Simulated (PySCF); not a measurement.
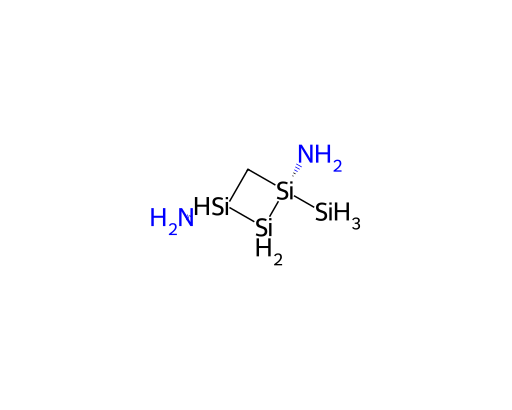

The computed structure is the end point of a GFN2-xTB optimisation. No frequency run is at hand to confirm it as a minimum. Properties computed with PBE0/pcSseg-1, gas phase (PySCF 2.14.0).

**Estimate the HOMO energy (Kohn–Sham orbital).**

−6.84 eV.

**Give the dipole moment at this level.**

2.54 D.

**Estimate the HOMO–LUMO gap.**

5.92 eV.

The geometry is semi-empirical. Around Si such bond lengths and angles can be off by a tenth of an ångström or more and by several degrees, and values that hang on the shape move with them.
